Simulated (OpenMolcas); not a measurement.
**Energy and gradient calculation of C3H9P (part 2 of 2)**

Continued. System: C3H9P, SMILES CP(C)C. Method: PBE0/6-31G*, RKS (OpenMolcas 26.06). The geometry comes from this level: PBE0-D4/def2-TZVP.

Geometry of the input (Å):
```
C  -0.5078  1.4246  -0.5800
P  0.6437  -0.0073  -0.6576
C  1.1898  -0.0473  1.0981
C  -0.5814  -1.3785  -0.6209
H  -1.0491  1.5092  -1.5248
H  0.0635  2.3453  -0.4425
H  -1.2316  1.3321  0.2355
H  0.3469  -0.0343  1.7959
H  1.7816  -0.9479  1.2758
H  1.8296  0.8143  1.3010
H  -0.0592  -2.3317  -0.5133
H  -1.1275  -1.4053  -1.5663
H  -1.2984  -1.2732  0.1991
```

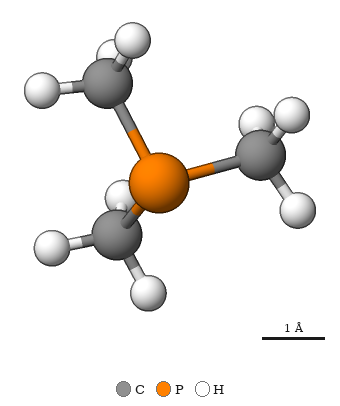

**Figure 1.** The input geometry (ball-and-stick view, seen at a tilt).

Output, continued:
```
      All orbitals with orbital energies smaller than  E(LUMO)+0.5 are printed

++    Molecular orbitals:
      -------------------

      Title: RKS-DFT orbitals

      Molecular orbitals for symmetry species 1: a

      Basis set list:
        1 C1     1s                 17 P2     1s                 33 C3     1s                 49 C4     1s                 65 H7     1s
        2 C1     1s                 18 P2     1s                 34 C3     1s                 50 C4     2px                66 H7     1s
        3 C1     1s                 19 P2     2px                35 C3     1s                 51 C4     2px                67 H8     1s
        4 C1     2px                20 P2     2px                36 C3     2px                52 C4     2py                68 H8     1s
        5 C1     2px                21 P2     2px                37 C3     2px                53 C4     2py                69 H9     1s
        6 C1     2py                22 P2     2py                38 C3     2py                54 C4     2pz                70 H9     1s
        7 C1     2py                23 P2     2py                39 C3     2py                55 C4     2pz                71 H10    1s
        8 C1     2pz                24 P2     2py                40 C3     2pz                56 C4     3d2-               72 H10    1s
        9 C1     2pz                25 P2     2pz                41 C3     2pz                57 C4     3d1-               73 H11    1s
       10 C1     3d2-               26 P2     2pz                42 C3     3d2-               58 C4     3d0                74 H11    1s
       11 C1     3d1-               27 P2     2pz                43 C3     3d1-               59 C4     3d1+               75 H12    1s
       12 C1     3d0                28 P2     3d2-               44 C3     3d0                60 C4     3d2+               76 H12    1s
       13 C1     3d1+               29 P2     3d1-               45 C3     3d1+               61 H5     1s                 77 H13    1s
       14 C1     3d2+               30 P2     3d0                46 C3     3d2+               62 H5     1s                 78 H13    1s
       15 P2     1s                 31 P2     3d1+               47 C4     1s                 63 H6     1s
       16 P2     1s                 32 P2     3d2+               48 C4     1s                 64 H6     1s

  Index Energy  Occupation Coefficients ...

    1  -77.1932    2.0000         15 P2     1s     ( 0.997),

    2  -10.2159    2.0000          1 C1     1s     (-0.746),    47 C4     1s     ( 0.656),

    3  -10.2159    2.0000         33 C3     1s     ( 0.784),    47 C4     1s     (-0.495),

    4  -10.2159    2.0000          1 C1     1s     ( 0.552),    33 C3     1s     ( 0.609),    47 C4     1s     ( 0.562),

    5   -6.5899    2.0000         16 P2     1s     ( 1.028),

    6   -4.7259    2.0000         19 P2     2px    ( 0.675),    25 P2     2pz    ( 0.664),

    7   -4.7259    2.0000         22 P2     2py    ( 0.947),

    8   -4.7206    2.0000         19 P2     2px    (-0.694),    25 P2     2pz    ( 0.709),

    9   -0.7806    2.0000          2 C1     1s     ( 0.185),     3 C1     1s     ( 0.185),    16 P2     1s     (-0.175),    17 P2     1s     ( 0.324),
                                  34 C3     1s     ( 0.185),    35 C3     1s     ( 0.185),    48 C4     1s     ( 0.185),    49 C4     1s     ( 0.185),

   10   -0.7063    2.0000          2 C1     1s     (-0.288),     3 C1     1s     (-0.312),    34 C3     1s     ( 0.235),    35 C3     1s     ( 0.255),

   11   -0.7063    2.0000         34 C3     1s     (-0.197),    35 C3     1s     (-0.214),    48 C4     1s     ( 0.302),    49 C4     1s     ( 0.327),

   12   -0.5392    2.0000         17 P2     1s     (-0.500),

   13   -0.4475    2.0000          8 C1     2pz    (-0.186),    36 C3     2px    ( 0.234),    37 C3     2px    ( 0.118),    54 C4     2pz    (-0.190),
                                  65 H7     1s     (-0.131),    67 H8     1s     (-0.131),    77 H13    1s     (-0.131),

   14   -0.4350    2.0000          4 C1     2px    ( 0.220),     5 C1     2px    ( 0.118),     6 C1     2py    ( 0.130),     8 C1     2pz    ( 0.194),
                                  23 P2     2py    ( 0.119),    38 C3     2py    ( 0.235),    39 C3     2py    ( 0.129),    52 C4     2py    (-0.124),
                                  61 H5     1s     (-0.170),    62 H5     1s     (-0.122),    63 H6     1s     ( 0.155),    69 H9     1s     (-0.139),

   15   -0.4350    2.0000          6 C1     2py    (-0.123),    23 P2     2py    ( 0.126),    38 C3     2py    ( 0.232),    39 C3     2py    ( 0.127),
                                  50 C4     2px    (-0.213),    52 C4     2py    ( 0.147),    54 C4     2pz    (-0.190),    71 H10    1s     ( 0.139),
                                  73 H11    1s     (-0.155),    75 H12    1s     ( 0.170),    76 H12    1s     ( 0.122),

   16   -0.4070    2.0000          4 C1     2px    ( 0.213),     8 C1     2pz    (-0.285),     9 C1     2pz    (-0.155),    36 C3     2px    (-0.151),
                                  54 C4     2pz    ( 0.169),    65 H7     1s     (-0.234),    66 H7     1s     (-0.176),

   17   -0.4070    2.0000         36 C3     2px    ( 0.277),    37 C3     2px    ( 0.150),    40 C3     2pz    (-0.162),    50 C4     2px    (-0.190),
                                  54 C4     2pz    ( 0.232),    67 H8     1s     (-0.206),    68 H8     1s     (-0.155),    77 H13    1s     ( 0.199),
                                  78 H13    1s     ( 0.150),

   18   -0.3933    2.0000          4 C1     2px    (-0.166),     8 C1     2pz    (-0.161),    38 C3     2py    ( 0.263),    39 C3     2py    ( 0.142),
                                  50 C4     2px    ( 0.159),    52 C4     2py    (-0.138),    54 C4     2pz    ( 0.157),    61 H5     1s     ( 0.143),
                                  63 H6     1s     (-0.143),    69 H9     1s     (-0.143),    71 H10    1s     ( 0.143),    73 H11    1s     ( 0.143),
                                  75 H12    1s     (-0.143),

   19   -0.3319    2.0000          4 C1     2px    (-0.175),     6 C1     2py    ( 0.306),     7 C1     2py    ( 0.196),    23 P2     2py    (-0.318),
                                  40 C3     2pz    (-0.164),    52 C4     2py    ( 0.193),

   20   -0.3318    2.0000         20 P2     2px    (-0.228),    23 P2     2py    (-0.196),    26 P2     2pz    (-0.221),    36 C3     2px    ( 0.167),
                                  40 C3     2pz    ( 0.252),    41 C3     2pz    ( 0.169),    50 C4     2px    ( 0.202),    51 C4     2px    ( 0.132),
                                  52 C4     2py    ( 0.237),    53 C4     2py    ( 0.156),    72 H10    1s     ( 0.129),    76 H12    1s     (-0.126),

   21   -0.2258    2.0000         17 P2     1s     ( 0.265),    18 P2     1s     ( 0.340),    20 P2     2px    ( 0.368),    21 P2     2px    ( 0.221),
                                  26 P2     2pz    (-0.376),    27 P2     2pz    (-0.226),

   22    0.0771    0.0000         21 P2     2px    ( 0.787),    24 P2     2py    ( 0.608),    27 P2     2pz    ( 0.764),    35 C3     1s     (-1.025),
                                  49 C4     1s     ( 1.039),

   23    0.0771    0.0000          3 C1     1s     (-1.192),    24 P2     2py    ( 1.097),    35 C3     1s     ( 0.608),

   24    0.0990    0.0000          3 C1     1s     (-1.161),    35 C3     1s     (-1.161),    49 C4     1s     (-1.161),    62 H5     1s     ( 0.618),
                                  64 H6     1s     ( 0.618),    66 H7     1s     ( 0.626),    68 H8     1s     ( 0.626),    70 H9     1s     ( 0.618),
                                  72 H10    1s     ( 0.618),    74 H11    1s     ( 0.618),    76 H12    1s     ( 0.618),    78 H13    1s     ( 0.626),

   25    0.1355    0.0000          9 C1     2pz    ( 0.574),    37 C3     2px    (-0.644),    55 C4     2pz    ( 0.581),    62 H5     1s     ( 0.481),
                                  64 H6     1s     ( 0.481),    66 H7     1s     (-0.862),    68 H8     1s     (-0.862),    70 H9     1s     ( 0.481),
                                  72 H10    1s     ( 0.481),    74 H11    1s     ( 0.480),    76 H12    1s     ( 0.481),    78 H13    1s     (-0.862),

   26    0.1491    0.0000          5 C1     2px    ( 0.667),     9 C1     2pz    ( 0.593),    62 H5     1s     ( 1.007),    64 H6     1s     (-1.127),
                                  74 H11    1s     (-0.951),    76 H12    1s     ( 0.645),

   27    0.1491    0.0000         39 C3     2py    ( 1.033),    70 H9     1s     ( 1.023),    72 H10    1s     (-1.130),    74 H11    1s     ( 0.614),
                                  76 H12    1s     (-0.930),

   28    0.1808    0.0000         35 C3     1s     ( 1.186),    37 C3     2px    ( 0.708),    49 C4     1s     (-1.134),    70 H9     1s     (-0.956),
                                  72 H10    1s     (-1.152),    74 H11    1s     ( 0.900),    76 H12    1s     ( 1.121),

   29    0.1808    0.0000          3 C1     1s     ( 1.339),     7 C1     2py    ( 0.711),    49 C4     1s     (-0.714),    62 H5     1s     (-1.185),
                                  64 H6     1s     (-1.199),    70 H9     1s     ( 0.742),    74 H11    1s     ( 0.810),

   30    0.1946    0.0000         18 P2     1s     (-1.823),    21 P2     2px    ( 1.132),    27 P2     2pz    (-1.156),

   31    0.2078    0.0000         66 H7     1s     ( 1.811),    78 H13    1s     (-0.975),

   32    0.2079    0.0000         68 H8     1s     (-1.609),    78 H13    1s     ( 1.528),

   33    0.2181    0.0000          5 C1     2px    (-0.527),     9 C1     2pz    (-0.513),    39 C3     2py    ( 0.834),    51 C4     2px    ( 0.506),
                                  55 C4     2pz    ( 0.498),    62 H5     1s     (-0.948),    64 H6     1s     ( 0.947),    70 H9     1s     ( 0.947),
                                  72 H10    1s     (-0.948),    74 H11    1s     (-0.947),    76 H12    1s     ( 0.947),

   34    0.3699    0.0000         20 P2     2px    ( 0.876),    21 P2     2px    (-1.013),    26 P2     2pz    (-0.895),    27 P2     2pz    ( 1.035),

   35    0.3985    0.0000         20 P2     2px    ( 0.842),    21 P2     2px    (-0.972),    23 P2     2py    ( 0.557),    24 P2     2py    (-0.643),
                                  26 P2     2pz    ( 0.818),    27 P2     2pz    (-0.945),

   36    0.3985    0.0000         23 P2     2py    (-1.174),    24 P2     2py    ( 1.355),

   37    0.4702    0.0000          7 C1     2py    ( 0.273),     8 C1     2pz    ( 0.323),    38 C3     2py    ( 0.448),    39 C3     2py    (-0.516),
                                  51 C4     2px    ( 0.304),    54 C4     2pz    (-0.402),    55 C4     2pz    ( 0.382),    71 H10    1s     ( 0.272),

   38    0.4702    0.0000          4 C1     2px    ( 0.313),     5 C1     2px    (-0.334),     6 C1     2py    ( 0.267),     7 C1     2py    (-0.315),
                                   8 C1     2pz    ( 0.242),     9 C1     2pz    (-0.300),    32 P2     3d2+   ( 0.218),    35 C3     1s     (-0.220),
                                  36 C3     2px    (-0.351),    37 C3     2px    ( 0.304),    50 C4     2px    ( 0.242),    52 C4     2py    (-0.346),
                                  53 C4     2py    ( 0.428),    61 H5     1s     (-0.241),    63 H6     1s     ( 0.270),    73 H11    1s     ( 0.230),
                                  74 H11    1s     (-0.234),

   39    0.4857    0.0000         17 P2     1s     ( 0.908),    18 P2     1s     (-1.735),

--

++    Molecular charges:
      ------------------

      Mulliken charges per centre and basis function type
      ---------------------------------------------------

                C1      P2      C3      C4      H5      H6      H7      H8      H9      H10     H11     H12
      1s       3.3859  5.6258  3.3859  3.3859  0.8024  0.8024  0.8159  0.8159  0.8024  0.8024  0.8024  0.8024
      2px      1.0964  3.0386  1.1143  1.0937  0.0000  0.0000  0.0000  0.0000  0.0000  0.0000  0.0000  0.0000
      2pz      1.1177  3.0522  1.0686  1.1178  0.0000  0.0000  0.0000  0.0000  0.0000  0.0000  0.0000  0.0000
      2py      1.0921  2.7282  1.1232  1.0947  0.0000  0.0000  0.0000  0.0000  0.0000  0.0000  0.0000  0.0000
      3d2+     0.0036  0.0135  0.0031  0.0041  0.0000  0.0000  0.0000  0.0000  0.0000  0.0000  0.0000  0.0000
      3d1+     0.0103  0.0163  0.0076  0.0103  0.0000  0.0000  0.0000  0.0000  0.0000  0.0000  0.0000  0.0000
      3d0      0.0061  0.0427  0.0063  0.0062  0.0000  0.0000  0.0000  0.0000  0.0000  0.0000  0.0000  0.0000
      3d1-     0.0012  0.0125  0.0015  0.0010  0.0000  0.0000  0.0000  0.0000  0.0000  0.0000  0.0000  0.0000
      3d2-     0.0066  0.0488  0.0092  0.0062  0.0000  0.0000  0.0000  0.0000  0.0000  0.0000  0.0000  0.0000
      Total    6.7198 14.5786  6.7198  6.7198  0.8024  0.8024  0.8159  0.8159  0.8024  0.8024  0.8024  0.8024

      N-E     -0.7198  0.4214 -0.7198 -0.7198  0.1976  0.1976  0.1841  0.1841  0.1976  0.1976  0.1976  0.1976

                H13
      1s       0.8159
      2px      0.0000
      2pz      0.0000
      2py      0.0000
      3d2+     0.0000
      3d1+     0.0000
      3d0      0.0000
      3d1-     0.0000
      3d2-     0.0000
      Total    0.8159

      N-E      0.1841

      Total electronic charge=   42.000000

      Total            charge=   -0.000000
--

++    Molecular properties:
      ---------------------

      Charge (e):
                      =   -0.0000
      Dipole Moment (debye):
      Origin of the operator (angstrom)=    0.2682   -0.0030   -0.2740
                   X= -1.0137E+00               Y=  1.1545E-02               Z=  1.0356E+00           Total=  1.4492E+00
      Quadrupole Moment (debye*angstrom):
      Origin of the operator (angstrom)=    0.2682   -0.0030   -0.2740
                  XX= -3.5099E+01              XY=  2.5957E-02              XZ=  2.3328E+00              YY= -3.2816E+01
                  YZ= -2.6541E-02              ZZ= -3.5199E+01
      In traceless form (debye*angstrom)
                  XX= -1.0918E+00              XY=  3.8935E-02              XZ=  3.4992E+00              YY=  2.3331E+00
                  YZ= -3.9811E-02              ZZ= -1.2413E+00
--

--- Stop Module: scf /rc=_RC_ALL_IS_WELL_ ---
--- Module scf spent 23 seconds ---

--- Start Module: alaska ---

                                              &ALASKA

                       available to each process: 1.9 GB of memory, 1 thread

                     Threshold for contributions to the gradient: 1.000E-07

                    ********************************************
                    * Symmetry Adapted Cartesian Displacements *
                    ********************************************

           Irreducible representation : a
           Basis function(s) of irrep: x, y, xy, Rz, z, xz, Ry, yz, Rx, I

 Basis Label        Type   Center Phase
   1   C1           x         1     1
   2   C1           y         1     1
   3   C1           z         1     1
   4   P2           x         2     1
   5   P2           y         2     1
   6   P2           z         2     1
   7   C3           x         3     1
   8   C3           y         3     1
   9   C3           z         3     1
  10   C4           x         4     1
  11   C4           y         4     1
  12   C4           z         4     1
  13   H5           x         5     1
  14   H5           y         5     1
  15   H5           z         5     1
  16   H6           x         6     1
  17   H6           y         6     1
  18   H6           z         6     1
  19   H7           x         7     1
  20   H7           y         7     1
  21   H7           z         7     1
  22   H8           x         8     1
  23   H8           y         8     1
  24   H8           z         8     1
  25   H9           x         9     1
  26   H9           y         9     1
  27   H9           z         9     1
  28   H10          x        10     1
  29   H10          y        10     1
  30   H10          z        10     1
  31   H11          x        11     1
  32   H11          y        11     1
  33   H11          z        11     1
  34   H12          x        12     1
  35   H12          y        12     1
  36   H12          z        12     1
  37   H13          x        13     1
  38   H13          y        13     1
  39   H13          z        13     1

                     No automatic utilization of translational and rotational invariance of the energy is employed.

 Rotational correction to the DFT gradient is turned off due to close-to-degeneracy problems!

 DFT contribution computed for a moving grid.

 Conventional ERI gradients!

 **************************************************
 *              Molecular gradients               *
 **************************************************

  Irreducible representation: a
 ------------------------------------------------------------------------------------------
                              X                       Y                       Z
 ------------------------------------------------------------------------------------------
  C1                1.13529121055755E-03   -1.40717334699669E-03   -8.85815370552656E-05
  P2               -5.85239866632392E-03    5.79124043310897E-05    5.97832753312488E-03
  C3               -5.26185995002315E-04    3.64212187889124E-05   -1.73374618829403E-03
  C4                1.20630487451745E-03    1.36566490916845E-03   -4.37147371060709E-05
  H5                1.35694260759367E-03   -6.06798644260276E-04    1.56130132731747E-03
  H6               -5.70623337819542E-04   -2.05278362411665E-03   -3.07873987859142E-04
  H7                1.76993865925157E-03   -5.36881178388599E-04   -1.40539194304568E-03
  H8                1.15023225245681E-03   -2.99174964400392E-06   -2.01800754498338E-03
  H9               -1.15913409974899E-03    1.57443017754355E-03   -9.20027746989738E-04
  H10              -1.23343268809517E-03   -1.48203473334263E-03   -9.64447044949468E-04
  H11              -4.59929844866203E-04    2.08394897443620E-03   -2.49231424798935E-04
  H12               1.38591606791505E-03    4.86001069642250E-04    1.58111438455899E-03
  H13               1.79707895954229E-03    4.84284522818568E-04   -1.38972108988167E-03
 ------------------------------------------------------------------------------------------

--- Stop Module: alaska /rc=_RC_ALL_IS_WELL_ ---
--- Module alaska spent 22 seconds ---

.##################.
.# Happy landing! #.
.##################.

    Timing: Wall=48.04 User=44.41 System=3.62
```

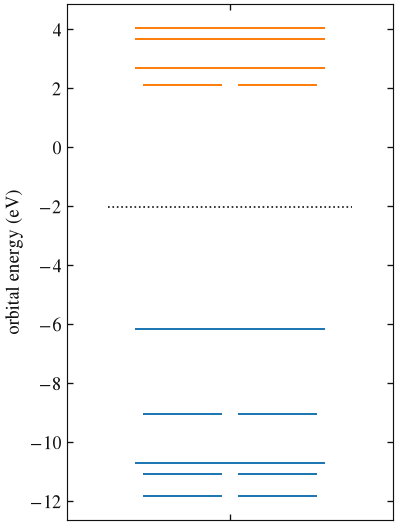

**Figure 2.** Orbital energies near the frontier; the dotted line parts filled from empty levels, and levels within 0.02 eV of each other stand side by side. Highest filled −6.14 eV, lowest empty 2.10 eV, 8.24 eV apart.

Results in brief:

- outcome: converged
- total energy: −460.790831 hartree
- basis functions: 78
- largest force: 0.430 eV/Å
- HOMO: −6.14 eV
- LUMO: 2.10 eV
- dipole moment: 1.45 debye
- wall time: 48 s
- peak memory: 0.44 GiB
